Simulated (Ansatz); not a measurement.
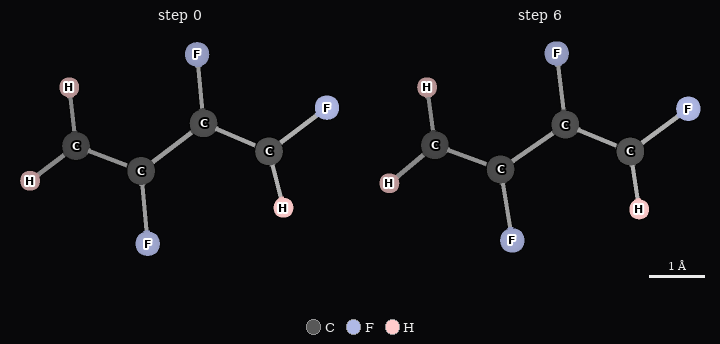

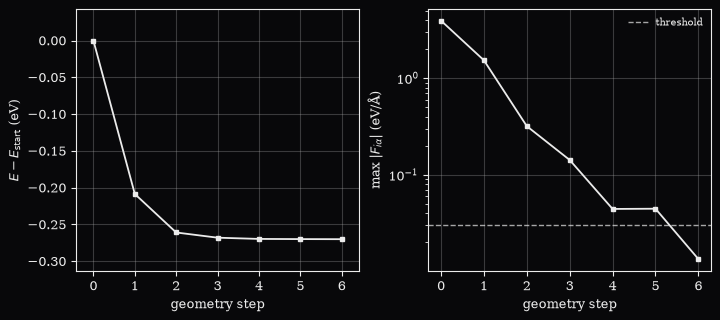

First and last geometry of a relaxation of C₄H₃F₃ (coarse preliminary run), with the history of the run. A ball-and-stick model, seen from a free direction.

The start comes from a force field.

The calculation used RKS PBE-D4/def2-SVP (Ansatz).

Input file:
```yaml
crystal:
  periodic: [false, false, false]
  atoms:
    - {symbol: C, position_ang: [0.915900, -0.420800, -1.604400]}
    - {symbol: C, position_ang: [-0.007100, -0.455900, -0.606200]}
    - {symbol: F, position_ang: [-0.991300, -1.407300, -0.673300]}
    - {symbol: C, position_ang: [0.075900, 0.424900, 0.541900]}
    - {symbol: F, position_ang: [0.957700, 1.364200, 0.585400]}
    - {symbol: C, position_ang: [-0.875100, 0.338500, 1.543500]}
    - {symbol: F, position_ang: [-0.808300, 1.155900, 2.607000]}
    - {symbol: H, position_ang: [0.836000, -1.049700, -2.455500]}
    - {symbol: H, position_ang: [1.661500, 0.384100, -1.592900]}
    - {symbol: H, position_ang: [-1.682200, -0.385100, 1.657400]}
basis:
  gaussian: {orbitals: def2-SVP}
hamiltonian: {xc: pbe, dispersion: d4}
relax: {f_tol: 0.03, max_steps: 200}
```

Question: Read the history and describe the run.

Answer: It converged. The atom that moves furthest after the best rigid fit is F3 (0.11 Å). Largest moves by element: F 0.11 Å, H 0.08 Å, C 0.06 Å. Near-neighbour distances that change, for instance: C4–F5 1.289 → 1.343 Å, C1–H8 1.061 → 1.098 Å, C4–C6 1.384 → 1.354 Å, C2–F3 1.371 → 1.352 Å. Among the angles between lasting bonds that change: F3–C2–C4 120.1° → 112.9°, C4–C6–H10 128.8° → 122.6°, C2–C4–F5 120.6° → 115.4°. After 6 geometry steps the energy has fallen by 0.270 eV. Largest force component: 3.9 eV/Å at the start, 0.013 eV/Å at the end.
